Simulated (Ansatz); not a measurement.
C$_{2}$H$_{2}$Mg (SMILES C#[C][MgH])

The calculation's input:

```
crystal:
  periodic: [false, false, false]
  atoms:
    - {symbol: C, position_ang: [0.000000, 0.000000, -0.447921]}
    - {symbol: C, position_ang: [0.000000, 0.000000, -1.662742]}
    - {symbol: Mg, position_ang: [0.000000, 0.000000, 1.573508]}
    - {symbol: H, position_ang: [0.000000, 0.000000, 3.266911]}
    - {symbol: H, position_ang: [0.000000, 0.000000, -2.729757]}
basis:
  gaussian: {orbitals: def2-TZVPD}
total_charge: 0
hamiltonian: {xc: {name: PBE0}}
output: {forces: true, orbitals: {seedname: orbitals}}
```

Launched as:

```sh
ansatz run input.yaml --threads 2 --pin off --max-ram 4350MiB --events-out events.jsonl --progress --plain --runs-dir runs
```

Geometry: PBE0-D4/def2-TZVP.

Theory: isolated molecule in a Gaussian basis; Kohn-Sham density functional theory, functional PBE0 (Ansatz).

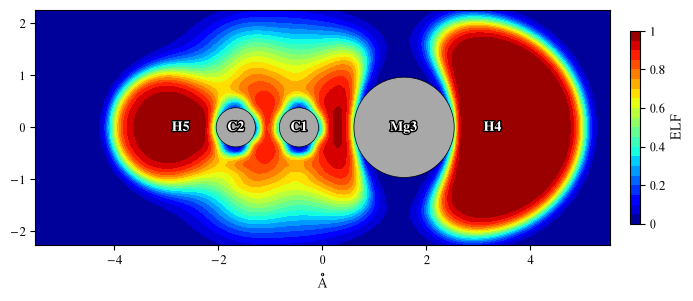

Figure 1. ELF on a plane that holds the molecular axis. Grey discs cover the atomic cores.

Q: Describe what can be read from this map.

A: The section cuts through C, Mg and H sites.
C–C (1.21 Å): the ELF peaks at about 0.85 between the atoms: a short, multiple covalent bond.
C–Mg (2.02 Å): the ELF peaks at about 0.95 in the valence shell of C, 0.7 Å from its nucleus, and is about 0.60 at the midpoint.
C–H (1.07 Å): the ELF climbs to about 1 towards the hydrogen, as it does in any bond to H (an ordinary covalent bond to hydrogen).
Mg–H (1.69 Å): the ELF climbs to about 1 towards the hydrogen.

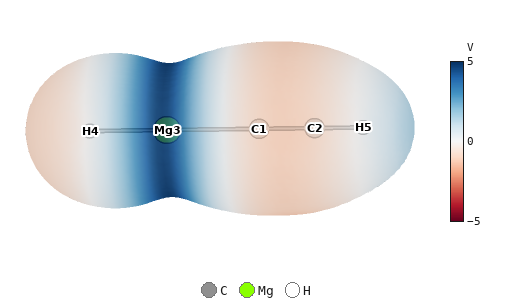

Figure 2. The molecular electrostatic potential painted on the density surface at 0.002 e/bohr³, seen at a tilt; red is negative and blue positive.

Q: Which sites attract a positive test charge, and which a negative one?

A: A positive charge is drawn to the negative regions and a negative charge to the positive ones. The most negative region (about −1.2 V) lies over C1 and C2, the most positive (about +4.9 V) over Mg3.

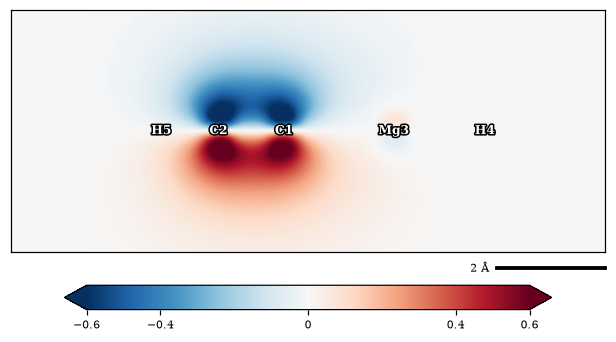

Figure 3. The HOMO on a plane that holds the molecular axis (values in Å⁻³ᐟ²; the overall sign is arbitrary).

Q: Describe this orbital and give its energy.

A: By Hirshfeld shares it lies mainly on C2 (about 45 %) and C1 (about 45 %); it vanishes on the molecular axis (π type); π-bonding across C2–C1. It is one of a degenerate set, so its orientation is arbitrary. Its energy is −7.70 eV.
